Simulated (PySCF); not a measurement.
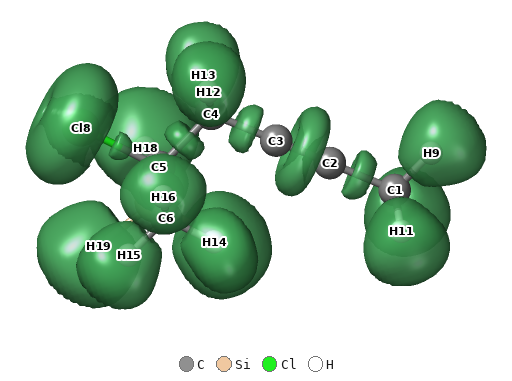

C6H11ClSi. Isosurface of the electron localisation function at 0.8 (green), seen from one side. Core shells and regions of very low density are left out.

Geometry: GFN2-xTB.

All numbers below come from PySCF 2.14.0, PBE0/pcSseg-1, SCF density, gas phase, non-relativistic.

```yaml
atoms:
  - { symbol: C, position_ang: [3.1493, 0.5544, -0.9869] }
  - { symbol: C, position_ang: [2.0381, 0.2208, -0.1220] }
  - { symbol: C, position_ang: [1.1186, -0.0506, 0.5972] }
  - { symbol: C, position_ang: [0.0064, -0.4104, 1.4558] }
  - { symbol: C, position_ang: [-1.3106, -0.3919, 0.6805] }
  - { symbol: C, position_ang: [-1.3101, -1.4381, -0.4171] }
  - { symbol: Si, position_ang: [-1.8116, 1.3569, 0.0701] }
  - { symbol: Cl, position_ang: [-2.6192, -0.8311, 1.8595] }
  - { symbol: H, position_ang: [4.0900, 0.4157, -0.4548] }
  - { symbol: H, position_ang: [3.0757, 1.5929, -1.3086] }
  - { symbol: H, position_ang: [3.1442, -0.0899, -1.8661] }
  - { symbol: H, position_ang: [0.1839, -1.4103, 1.8679] }
  - { symbol: H, position_ang: [-0.0452, 0.2944, 2.2908] }
  - { symbol: H, position_ang: [-0.5150, -1.2072, -1.1240] }
  - { symbol: H, position_ang: [-2.2594, -1.4453, -0.9478] }
  - { symbol: H, position_ang: [-1.1342, -2.4346, -0.0120] }
  - { symbol: H, position_ang: [-0.8468, 1.8063, -0.9329] }
  - { symbol: H, position_ang: [-1.8145, 2.2360, 1.2367] }
  - { symbol: H, position_ang: [-3.1494, 1.2412, -0.5053] }
```

> Identify the bonds, lone pairs and shells in this picture.

The ELF exceeds this value in five regions between bonded C–C atoms (shared pairs), one region between bonded C–Cl atoms (shared pairs), one region between bonded C–Si atoms (shared pairs), eleven regions around hydrogen nuclei and one ring or bowl of non-bonding electrons around Cl. Profiles from the grid: C–C (1.20 Å): the ELF peaks at about 0.85 between the atoms: a multiple bond. C–Cl (1.82 Å): the ELF peaks at about 0.85 between the atoms (a covalent bond).
